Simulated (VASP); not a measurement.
Band structure of Mg2Si (antifluorite). These are PBE GGA, VASP's PBE PAW potentials (set 64) (plane waves; VASP) values and carry that method's errors.

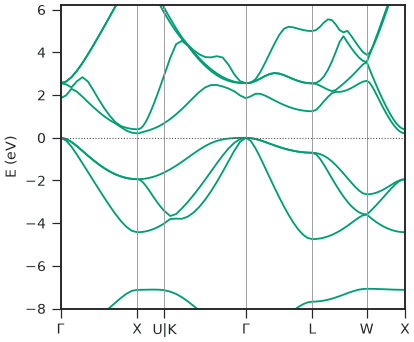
Figure: Bands along high-symmetry lines, zero at the valence-band maximum or, without a gap, the Fermi level

Question: Read the plot: is there a gap, and where are the band edges?

Answer: The gap is indirect, 0.21 eV, from the valence maximum at Γ to the conduction minimum at X. (Edges off the drawn lines would not show.)

Measured: gap 0.77 eV (computed value off by -0.56 eV), as given by Byungki Ryu et al., Journal of the Korean Physical Society (2019), arXiv:1905.06140.

The compound is Mg2Si in the antifluorite structure. It was relaxed first.
